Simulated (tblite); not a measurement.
# Geometry relaxation of C$_{3}$H$_{9}$FSi (part 1 of 2)

C$_{3}$H$_{9}$FSi, SMILES C[Si](C)(C)F, computed with GFN2-xTB geometry optimisation, gas phase (tblite 0.8.0).

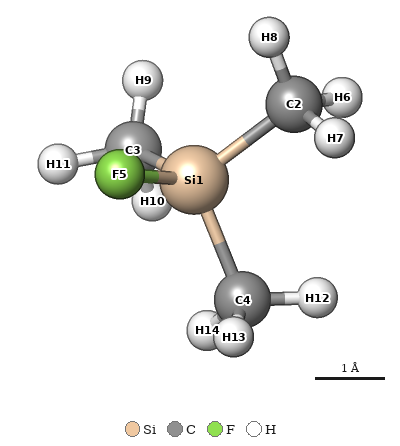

The structure as given in the input (ball-and-stick view, seen at a tilt; atoms are numbered from 1 in the order of the input). Bond lengths as drawn: C–H 1.07 to 1.13 Å, C–Si 1.84 to 1.89 Å and F–Si 1.69 Å.

Summary

| quantity | value |
| --- | --- |
| outcome | converged |
| total energy | −476.7245 eV |
| hardware | 1 CPU thread, shared host |
| wall time | 2.1 s |
| peak memory | 0.18 GiB |

Input file
```
{"job": {"kind": "relax", "xc": "GFN2-xTB", "basis": "xTB"}, "charge": 0, "multiplicity": 1}
Si     0.049299    -0.040035    -0.465777
C      1.722687    -0.257479     0.331036
C     -1.142523    -1.397249    -0.138315
C     -0.620343     1.589625     0.205183
F      0.295709     0.095795    -2.133724
H      1.647870    -0.472022     1.406060
H      2.275862     0.711881     0.259197
H      2.304476    -1.018246    -0.222850
H     -0.704471    -2.328672     0.149599
H     -1.887692    -1.032752     0.600140
H     -1.743331    -1.516591    -1.090990
H     -0.126167     1.851066     1.158595
H     -0.437842     2.392849    -0.470968
H     -1.682425     1.397328     0.386903
```

The first line tells a small driver script what to run in tblite; the rest is the geometry in Å.

Run as:
```bash
OMP_NUM_THREADS=1 python <driver script> task.json out
```

The program's output
```
step      E/eV     max force
  0    -476.33072    2.418
  1    -476.50337    0.614
  2    -476.54229    0.514
  3    -476.57464    0.553
  4    -476.60706    0.510
  5    -476.62350    0.297
  6    -476.63556    0.314
  7    -476.64479    0.219
  8    -476.65045    0.212
  9    -476.65397    0.142
 10    -476.65662    0.135
 11    -476.65902    0.170
 12    -476.66134    0.149
 13    -476.66377    0.146
 14    -476.66696    0.139
 15    -476.67190    0.198
 16    -476.67877    0.258
 17    -476.68494    0.200
 18    -476.68818    0.124
 19    -476.68930    0.080
 20    -476.68970    0.060
 21    -476.69008    0.051
 22    -476.69036    0.040
 23    -476.69058    0.043
 24    -476.69082    0.065
 25    -476.69117    0.085
 26    -476.69160    0.076
 27    -476.69198    0.041
 28    -476.69224    0.043
 29    -476.69250    0.054
 30    -476.69296    0.095
 31    -476.69375    0.124
 32    -476.69477    0.107
 33    -476.69560    0.052
 34    -476.69599    0.037
 35    -476.69617    0.035
 36    -476.69635    0.037
 37    -476.69650    0.025
 38    -476.69658    0.025
 39    -476.69665    0.028
 40    -476.69677    0.032
 41    -476.69704    0.052
 42    -476.69755    0.073
 43    -476.69830    0.092
 44    -476.69919    0.085
 45    -476.70004    0.063
 46    -476.70078    0.060
 47    -476.70181    0.068
 48    -476.70168    0.137
 49    -476.70453    0.109
 50    -476.70614    0.111
 51    -476.70664    0.134
 52    -476.70914    0.122
 53    -476.71258    0.121
 54    -476.71419    0.151
 55    -476.71559    0.097
 56    -476.71655    0.085
 57    -476.71865    0.083
 58    -476.71943    0.092
 59    -476.72009    0.058
 60    -476.72059    0.045
 61    -476.72105    0.061
 62    -476.72147    0.064
 63    -476.72175    0.046
 64    -476.72189    0.039
 65    -476.72201    0.037
 66    -476.72223    0.064
 67    -476.72264    0.083
 68    -476.72304    0.069
 69    -476.72329    0.044
 70    -476.72347    0.043
 71    -476.72357    0.035
 72    -476.72369    0.029
 73    -476.72388    0.027
 74    -476.72403    0.029
 75    -476.72413    0.028
 76    -476.72420    0.026
 77    -476.72429    0.024
 78    -476.72435    0.020
 79    -476.72441    0.012
 80    -476.72443    0.010
 81    -476.72445    0.009
 82    -476.72446    0.008
```

Trajectory as extended XYZ (Å, eV, eV/Å), 29 frames, from step=0 to step=82
```
14
Properties=species:S:1:pos:R:3:forces:R:3 step=0 energy=-476.33072
Si    0.0493   -0.0400   -0.4658    1.0690   1.0380  -1.2570
C     1.7227   -0.2575    0.3310    1.1810   0.4340  -0.0620
C    -1.1425   -1.3972   -0.1383   -2.2450   0.0990  -0.8940
C    -0.6203    1.5896    0.2052   -0.0740  -0.5560   0.7800
F     0.2957    0.0958   -2.1337   -0.2200  -0.1160   1.2130
H     1.6479   -0.4720    1.4061    0.1450  -0.2320  -0.5760
H     2.2759    0.7119    0.2592   -0.2680  -0.8510  -0.0080
H     2.3045   -1.0182   -0.2228   -0.1670   0.3800   0.7110
H    -0.7045   -2.3287    0.1496   -0.0670  -0.3700   0.1280
H    -1.8877   -1.0328    0.6001    0.5460  -0.6400  -0.2380
H    -1.7433   -1.5166   -1.0910    0.6030  -0.3050   1.0230
H    -0.1262    1.8511    1.1586   -0.4240  -0.1580  -0.4600
H    -0.4378    2.3928   -0.4710   -0.2850   0.5130  -0.3430
H    -1.6824    1.3973    0.3869    0.2070   0.7650  -0.0180
14
Properties=species:S:1:pos:R:3:forces:R:3 step=3 energy=-476.57464
Si    0.0810   -0.0174   -0.4944   -0.1910  -0.1470   0.4980
C     1.7539   -0.2460    0.3268   -0.1240  -0.0290  -0.1010
C    -1.1817   -1.3906   -0.1635    0.3000   0.1340   0.0340
C    -0.6198    1.5819    0.2117   -0.0610   0.1050  -0.1450
F     0.2883    0.0931   -2.0927    0.0460   0.0450  -0.2780
H     1.6569   -0.4867    1.3776    0.0680  -0.1650   0.0000
H     2.2825    0.6894    0.2579    0.3900   0.1740  -0.0140
H     2.3102   -1.0095   -0.1896    0.3410  -0.1980   0.1020
H    -0.7228   -2.3258    0.1474   -0.1520   0.0550  -0.0720
H    -1.8756   -1.0625    0.6009   -0.0450  -0.1780   0.0930
H    -1.7389   -1.5426   -1.0715   -0.2430  -0.2920  -0.1990
H    -0.1435    1.8455    1.1488   -0.0620   0.0040   0.0600
H    -0.4598    2.4058   -0.4737   -0.1900   0.1210   0.0080
H    -1.6796    1.4409    0.3885   -0.0770   0.3720   0.0150
14
Properties=species:S:1:pos:R:3:forces:R:3 step=6 energy=-476.63556
Si    0.0794   -0.0160   -0.4750   -0.0870   0.0610  -0.1020
C     1.7716   -0.2432    0.3159    0.1480  -0.0780   0.0360
C    -1.1840   -1.3837   -0.1773   -0.2070  -0.2360   0.0240
C    -0.6292    1.5964    0.2023   -0.1280   0.1470   0.0760
F     0.2875    0.0962   -2.0869    0.0070   0.0260   0.0210
H     1.6709   -0.5127    1.3606    0.0400   0.0430   0.0980
H     2.3290    0.6883    0.2563    0.0880  -0.1030   0.0310
H     2.3514   -1.0242   -0.1583    0.1070  -0.0360  -0.0970
H    -0.7468   -2.3200    0.1372    0.1940  -0.1770  -0.0190
H    -1.8746   -1.0996    0.6101   -0.0890   0.0350  -0.0350
H    -1.7600   -1.5882   -1.0761   -0.0140   0.0520   0.0330
H    -0.1607    1.8446    1.1489    0.0250   0.1070  -0.0020
H    -0.4925    2.4281   -0.4750    0.0840   0.1190  -0.0590
H    -1.6909    1.5094    0.3912   -0.1700   0.0400  -0.0070
14
Properties=species:S:1:pos:R:3:forces:R:3 step=9 energy=-476.65397
Si    0.0689   -0.0125   -0.4707    0.0660   0.0110   0.0490
C     1.7868   -0.2518    0.3148   -0.0680  -0.0330  -0.0100
C    -1.1958   -1.4025   -0.1767    0.0930   0.0180   0.0170
C    -0.6456    1.6163    0.2036    0.0010  -0.0280  -0.0380
F     0.2881    0.1008   -2.0852   -0.0260   0.0220   0.1130
H     1.6813   -0.5164    1.3648    0.0640   0.0400  -0.0450
H     2.3553    0.6766    0.2594   -0.0240  -0.1390   0.0140
H     2.3764   -1.0329   -0.1591   -0.0800   0.0550  -0.0290
H    -0.7352   -2.3357    0.1305    0.0310  -0.0170  -0.0380
H    -1.8858   -1.1098    0.6098   -0.0390  -0.0750  -0.0380
H    -1.7716   -1.5992   -1.0770    0.0060   0.0130   0.0410
H    -0.1649    1.8579    1.1484   -0.0620   0.1060  -0.0550
H    -0.4945    2.4469   -0.4795    0.0410  -0.0140   0.0400
H    -1.7123    1.5379    0.3911   -0.0040   0.0430  -0.0200
14
Properties=species:S:1:pos:R:3:forces:R:3 step=12 energy=-476.66134
Si    0.0692   -0.0097   -0.4607   -0.0970  -0.0190   0.1110
C     1.7849   -0.2601    0.3137   -0.0130   0.0090   0.0150
C    -1.1907   -1.4093   -0.1741    0.0310   0.0340   0.0040
C    -0.6529    1.6221    0.2006    0.0200   0.0230   0.0050
F     0.2852    0.1065   -2.0708   -0.0030   0.0300  -0.0090
H     1.6940   -0.5137    1.3639    0.0100  -0.0730   0.0610
H     2.3639    0.6555    0.2617    0.0270   0.0940  -0.0430
H     2.3753   -1.0322   -0.1662   -0.0760  -0.0950  -0.0580
H    -0.7245   -2.3451    0.1224   -0.0170   0.0490  -0.0210
H    -1.8946   -1.1249    0.6043    0.0510  -0.0900   0.0210
H    -1.7734   -1.6004   -1.0714    0.0690   0.0040  -0.0160
H    -0.1752    1.8791    1.1415   -0.0440   0.0450   0.0300
H    -0.4884    2.4531   -0.4779    0.0030  -0.0280  -0.0490
H    -1.7217    1.5546    0.3872    0.0420   0.0160  -0.0510
14
Properties=species:S:1:pos:R:3:forces:R:3 step=15 energy=-476.67190
Si    0.0578   -0.0051   -0.4283    0.1000   0.1010  -0.1170
C     1.7821   -0.2702    0.3169    0.1390   0.0260   0.0600
C    -1.1792   -1.4141   -0.1700   -0.1710  -0.1000  -0.0080
C    -0.6588    1.6364    0.1979    0.0010   0.1160   0.0810
F     0.2781    0.1213   -2.0423   -0.0210   0.0120   0.0700
H     1.7173   -0.5251    1.3708    0.0060  -0.0850  -0.0220
H     2.3783    0.6376    0.2556   -0.0560   0.0230  -0.0520
H     2.3508   -1.0477   -0.1875   -0.1260  -0.0330   0.0280
H    -0.7101   -2.3503    0.1056    0.0890  -0.0560   0.0300
H    -1.8981   -1.1684    0.6029    0.0100   0.0040   0.1520
H    -1.7597   -1.6008   -1.0674    0.0580   0.0260  -0.1360
H    -0.2013    1.9222    1.1381    0.0240  -0.0140   0.1180
H    -0.4780    2.4556   -0.4876    0.0110  -0.0030  -0.1540
H    -1.7281    1.5841    0.3694   -0.0640  -0.0160  -0.0490
14
Properties=species:S:1:pos:R:3:forces:R:3 step=18 energy=-476.68818
Si    0.0461    0.0121   -0.3765    0.0490   0.0300  -0.0200
C     1.7871   -0.2850    0.3281   -0.0520   0.0030  -0.0230
C    -1.1732   -1.4309   -0.1617   -0.0020  -0.0280   0.0010
C    -0.6676    1.6756    0.2019   -0.0180   0.0250   0.0070
F     0.2637    0.1497   -1.9897   -0.0110   0.0040   0.0110
H     1.7584   -0.5576    1.3808    0.0280  -0.0160  -0.1000
H     2.3957    0.6137    0.2372   -0.0370  -0.0930   0.0020
H     2.2890   -1.0802   -0.2211   -0.0200   0.0570   0.1090
H    -0.6743   -2.3632    0.0800    0.0690  -0.0210   0.0130
H    -1.9005   -1.2443    0.6208    0.0070   0.0400   0.0600
H    -1.7272   -1.5962   -1.0806    0.0000   0.0340  -0.0460
H    -0.2442    1.9954    1.1485    0.0160  -0.0280   0.0280
H    -0.4578    2.4558   -0.5239    0.0040  -0.0150  -0.0190
H    -1.7441    1.6306    0.3302   -0.0360   0.0080  -0.0210
14
Properties=species:S:1:pos:R:3:forces:R:3 step=21 energy=-476.69008
Si    0.0463    0.0141   -0.3770   -0.0510  -0.0050  -0.0040
C     1.7825   -0.2846    0.3269   -0.0120  -0.0130  -0.0050
C    -1.1728   -1.4323   -0.1610    0.0210   0.0140   0.0080
C    -0.6687    1.6775    0.2029   -0.0110  -0.0080  -0.0050
F     0.2627    0.1507   -1.9893   -0.0060   0.0090  -0.0140
H     1.7603   -0.5602    1.3756   -0.0160  -0.0130   0.0200
H     2.3935    0.6088    0.2364    0.0080   0.0070  -0.0060
H     2.2865   -1.0789   -0.2147    0.0120  -0.0300   0.0030
H    -0.6685   -2.3637    0.0806    0.0130   0.0250  -0.0090
H    -1.8981   -1.2422    0.6254    0.0420   0.0010  -0.0100
H    -1.7253   -1.5926   -1.0837    0.0140   0.0150   0.0300
H    -0.2438    1.9937    1.1511   -0.0140  -0.0160  -0.0120
H    -0.4570    2.4543   -0.5265    0.0010  -0.0040   0.0140
H    -1.7465    1.6312    0.3274   -0.0010   0.0180  -0.0100
14
Properties=species:S:1:pos:R:3:forces:R:3 step=24 energy=-476.69082
Si    0.0407    0.0166   -0.3731    0.0600   0.0130  -0.0200
C     1.7787   -0.2879    0.3266    0.0350  -0.0170   0.0130
C    -1.1684   -1.4329   -0.1591    0.0020   0.0030  -0.0010
C    -0.6722    1.6807    0.2025   -0.0100   0.0000  -0.0070
F     0.2595    0.1553   -1.9854   -0.0120   0.0080  -0.0090
H     1.7630   -0.5658    1.3755   -0.0380   0.0090   0.0100
H     2.3950    0.6025    0.2338   -0.0160  -0.0060  -0.0020
H     2.2816   -1.0847   -0.2137   -0.0140  -0.0160  -0.0140
H    -0.6597   -2.3623    0.0768    0.0200   0.0000  -0.0040
H    -1.8920   -1.2484    0.6283    0.0080   0.0000   0.0210
H    -1.7204   -1.5887   -1.0818   -0.0130  -0.0060   0.0080
H    -0.2500    1.9977    1.1511   -0.0120  -0.0130  -0.0010
H    -0.4544    2.4537   -0.5285    0.0070   0.0140   0.0070
H    -1.7503    1.6397    0.3211   -0.0180   0.0100  -0.0020
14
Properties=species:S:1:pos:R:3:forces:R:3 step=27 energy=-476.69198
Si    0.0418    0.0213   -0.3745    0.0340   0.0040   0.0000
C     1.7780   -0.2956    0.3274   -0.0220   0.0100  -0.0090
C    -1.1602   -1.4310   -0.1564    0.0090   0.0020  -0.0010
C    -0.6790    1.6828    0.1999    0.0170   0.0060  -0.0070
F     0.2531    0.1628   -1.9870    0.0050   0.0090  -0.0180
H     1.7554   -0.5712    1.3776   -0.0150   0.0230  -0.0200
H     2.3938    0.5945    0.2305    0.0180  -0.0250   0.0210
H     2.2759   -1.0968   -0.2120   -0.0170   0.0070   0.0030
H    -0.6437   -2.3577    0.0716    0.0090  -0.0170  -0.0030
H    -1.8782   -1.2522    0.6365   -0.0050  -0.0040   0.0350
H    -1.7172   -1.5837   -1.0755   -0.0320  -0.0230  -0.0100
H    -0.2597    1.9948    1.1508   -0.0100   0.0030   0.0250
H    -0.4504    2.4556   -0.5275    0.0040   0.0310  -0.0020
H    -1.7585    1.6519    0.3128    0.0060  -0.0250  -0.0140
14
Properties=species:S:1:pos:R:3:forces:R:3 step=30 energy=-476.69296
Si    0.0472    0.0238   -0.3834   -0.0920   0.0040  -0.0240
C     1.7760   -0.2978    0.3258   -0.0020   0.0140  -0.0100
C    -1.1559   -1.4283   -0.1557   -0.0210  -0.0140   0.0020
C    -0.6797    1.6818    0.1971    0.0180   0.0170   0.0090
F     0.2512    0.1663   -1.9970    0.0140   0.0060   0.0010
H     1.7416   -0.5679    1.3761   -0.0050  -0.0020   0.0080
H     2.3948    0.5893    0.2335    0.0470   0.0080   0.0100
H     2.2756   -1.1014   -0.2073   -0.0120  -0.0050   0.0030
H    -0.6358   -2.3551    0.0702   -0.0190   0.0150  -0.0120
H    -1.8673   -1.2473    0.6455    0.0410  -0.0180  -0.0200
H    -1.7232   -1.5848   -1.0700    0.0060  -0.0070   0.0430
H    -0.2637    1.9845    1.1535   -0.0170   0.0090  -0.0020
H    -0.4494    2.4622   -0.5229    0.0000   0.0070   0.0210
H    -1.7604    1.6501    0.3086    0.0430  -0.0330  -0.0300
14
Properties=species:S:1:pos:R:3:forces:R:3 step=33 energy=-476.69560
Si    0.0452    0.0378   -0.3977   -0.0420   0.0060  -0.0140
C     1.7656   -0.3060    0.3214    0.0330   0.0200   0.0130
C    -1.1397   -1.4267   -0.1499   -0.0200  -0.0180  -0.0020
C    -0.6813    1.6927    0.1899   -0.0160   0.0020   0.0200
F     0.2430    0.1884   -2.0111    0.0100  -0.0100   0.0160
H     1.7110   -0.5670    1.3732   -0.0030  -0.0350   0.0140
H     2.4129    0.5616    0.2397    0.0130   0.0250  -0.0350
H     2.2513   -1.1259   -0.2008   -0.0160   0.0060   0.0160
H    -0.6015   -2.3483    0.0542   -0.0140   0.0130  -0.0110
H    -1.8260   -1.2605    0.6764    0.0310  -0.0110  -0.0400
H    -1.7326   -1.5881   -1.0469   -0.0040   0.0120   0.0460
H    -0.2945    1.9787    1.1639    0.0090   0.0110  -0.0350
H    -0.4386    2.4852   -0.5133    0.0120  -0.0130   0.0470
H    -1.7637    1.6536    0.2751    0.0060  -0.0080  -0.0340
14
Properties=species:S:1:pos:R:3:forces:R:3 step=36 energy=-476.69635
Si    0.0416    0.0432   -0.3958    0.0320  -0.0070   0.0160
C     1.7638   -0.3084    0.3222   -0.0120   0.0090   0.0060
C    -1.1337   -1.4281   -0.1478    0.0100   0.0050  -0.0060
C    -0.6848    1.6980    0.1890   -0.0020  -0.0090  -0.0040
F     0.2400    0.1960   -2.0083    0.0090  -0.0120  -0.0020
H     1.7073   -0.5730    1.3738    0.0090   0.0020  -0.0060
H     2.4197    0.5528    0.2359   -0.0060   0.0050  -0.0150
H     2.2381   -1.1347   -0.2002   -0.0030   0.0110   0.0060
H    -0.5890   -2.3468    0.0461    0.0060  -0.0170  -0.0080
H    -1.8131   -1.2720    0.6834   -0.0100   0.0060   0.0200
H    -1.7333   -1.5870   -1.0384   -0.0330   0.0010  -0.0130
H    -0.3061    1.9852    1.1644    0.0050  -0.0020   0.0120
H    -0.4321    2.4901   -0.5096    0.0150   0.0080   0.0080
H    -1.7673    1.6601    0.2594   -0.0210   0.0000  -0.0130
```
